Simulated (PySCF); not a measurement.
NMR shielding calculation, with input and output: C$_{3}$H$_{10}$FPSi

C$_{3}$H$_{10}$FPSi, computed with GIAO PBE0/pcSseg-1 NMR shielding, non-relativistic, gas phase (PySCF 2.14.0).

The geometry comes from this level: GFN2-xTB, MD frame at 625 fs, 200 K. It belongs to a series of runs on one base structure; here: MD frame at 625 fs, 200 K. Figures and captions count atoms from 1; the log counts them from 0 in places.

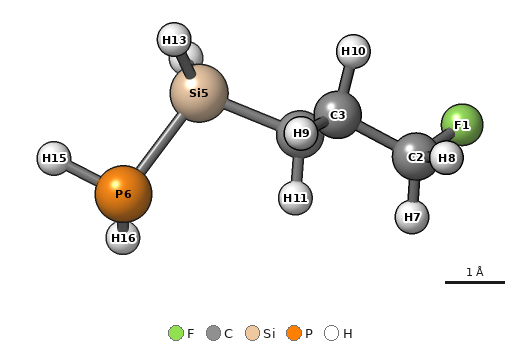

Figure 1. The structure as given in the input (ball-and-stick view, seen at a tilt; atoms are numbered from 1 in the order of the input). Bond lengths as drawn: C–C 1.52 to 1.56 Å, C–F 1.38 Å, C–H 1.08 to 1.13 Å, C–Si 1.88 Å, H–P 1.36 to 1.38 Å, H–Si 1.47 to 1.51 Å and P–Si 2.21 Å.

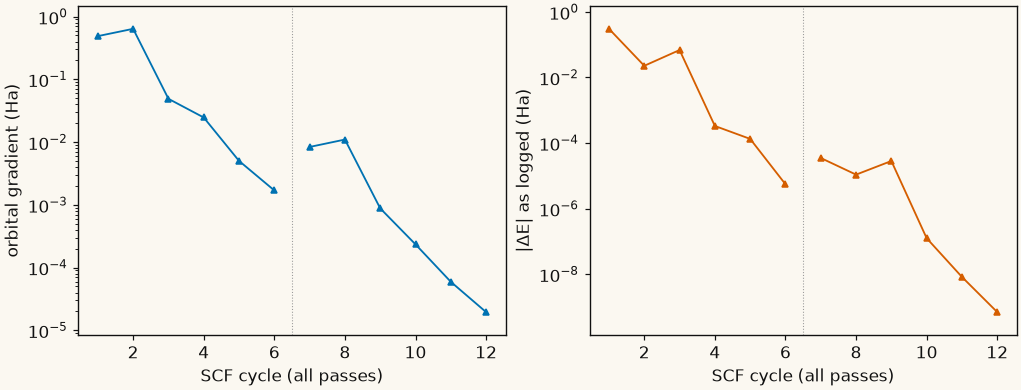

Figure 2. Convergence of the self-consistent field: orbital gradient and size of the energy change against the SCF cycle. The dotted line marks the change from a coarse to the final integration grid. The first 6 cycles use a coarse grid, the final grid takes over at cycle 7, and the field converges after 12 cycles in all.

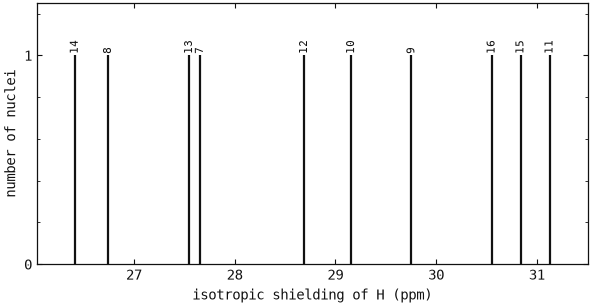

Figure 3. Isotropic shieldings of the hydrogen nuclei in this fixed geometry, labelled by atom number; shielding grows to the right, so chemical shift grows to the left. The least shielded is H14 (26.4 ppm), the most shielded H11 (31.1 ppm).

The input that produced these results follows, with the program's output.

**The input**
```
{"job": {"kind": "nmr", "xc": "PBE0", "basis": "pcSseg-1", "pop": false}, "charge": 0, "multiplicity": 1}
F     -3.524600    -0.170500     0.754100
C     -2.742800     0.765400     0.105600
C     -1.390700     0.902500     0.796700
C     -0.747700    -0.499800     0.592500
Si     0.991400    -0.632800     1.297300
P      2.269600    -0.350200    -0.482800
H     -2.683000     0.366400    -0.895600
H     -3.265200     1.726900    -0.002700
H     -0.766700     1.705700     0.391300
H     -1.649800     1.070300     1.874900
H     -0.678500    -0.573300    -0.497700
H     -1.422600    -1.337900     0.938200
H      1.426500     0.520800     2.103300
H      1.225600    -1.929200     2.027500
H      3.468900    -0.527300     0.136200
H      2.275100    -1.579600    -1.111300
```

The first line tells a small driver script what to run in PySCF; the rest is the geometry in Å.

Launched with:
```bash
OMP_NUM_THREADS=1 python <driver script> task.json out
```

**What the program printed**
```
coarse grid: 13792 points
cycle   1  E = -850.3741276969  dE =  3.048e-01  |g| = 4.885e-01  |ddm| = 3.371e+00
cycle   2  E = -850.3514349214  dE =  2.269e-02  |g| = 6.387e-01  |ddm| = 8.202e-01
cycle   3  E = -850.4201412029  dE = -6.871e-02  |g| = 4.899e-02  |ddm| = 4.515e-01
cycle   4  E = -850.4204727866  dE = -3.316e-04  |g| = 2.468e-02  |ddm| = 5.852e-02
cycle   5  E = -850.4206065153  dE = -1.337e-04  |g| = 5.019e-03  |ddm| = 2.595e-02
cycle   6  E = -850.4206120388  dE = -5.523e-06  |g| = 1.698e-03  |ddm| = 6.148e-03
final grid: 122800 points
cycle   7  E = -850.4632159484  dE = -3.498e-05  |g| = 8.370e-03  |ddm| = 2.732e-02
cycle   8  E = -850.4632050832  dE =  1.087e-05  |g| = 1.098e-02  |ddm| = 1.686e-02
cycle   9  E = -850.4632334001  dE = -2.832e-05  |g| = 8.796e-04  |ddm| = 9.107e-03
cycle  10  E = -850.4632335251  dE = -1.250e-07  |g| = 2.346e-04  |ddm| = 9.556e-04
cycle  11  E = -850.4632335333  dE = -8.219e-09  |g| = 5.940e-05  |ddm| = 2.002e-04
cycle  12  E = -850.4632335340  dE = -6.962e-10  |g| = 1.954e-05  |ddm| = 6.683e-05
converged SCF energy = -850.4632335340

GIAO shielding tensors (ppm)
atom      isotropic    diamagn.    paramagn.     s11        s22        s33       span
  0 F      418.502     471.957     -53.455    363.667    430.142    461.696     98.029
  1 C       96.830     243.527    -146.697     64.250     86.192    140.049     75.799
  2 C      151.860     245.713     -93.854    140.158    149.592    165.829     25.672
  3 C      168.332     256.571     -88.239    147.911    172.298    184.786     36.875
  4 Si     400.067     880.684    -480.617    369.700    383.013    447.489     77.790
  5 P      609.800     968.487    -358.687    539.501    597.692    692.207    152.707
  6 H       27.655      30.236      -2.581     23.361     27.782     31.823      8.462
  7 H       26.743      26.647       0.096     22.434     26.651     31.145      8.712
  8 H       29.755      30.706      -0.950     24.772     29.866     34.628      9.856
  9 H       29.157      28.577       0.580     25.314     27.746     34.411      9.097
 10 H       31.127      35.418      -4.291     26.017     31.660     35.705      9.688
 11 H       28.689      31.114      -2.425     22.925     29.217     33.926     11.001
 12 H       27.548      29.640      -2.092     24.035     26.243     32.366      8.330
 13 H       26.414      28.589      -2.176     22.392     24.731     32.118      9.726
 14 H       30.838      30.034       0.804     24.995     27.290     40.229     15.235
 15 H       30.552      30.578      -0.026     25.183     27.633     38.840     13.656
```

**Results in brief**

```tsv
quantity	value
outcome	converged
total energy	−850.463234 hartree
HOMO	−7.16 eV
LUMO	0.33 eV
dipole moment	0.51 D
isotropic shielding, F	418.5 ppm
isotropic shielding, C	96.8 to 168.3 ppm
isotropic shielding, Si	400.1 ppm
isotropic shielding, P	609.8 ppm
isotropic shielding, H	26.4 to 31.1 ppm
hardware	1 CPU thread, shared host
wall time	14 s
peak memory	0.74 GiB
```
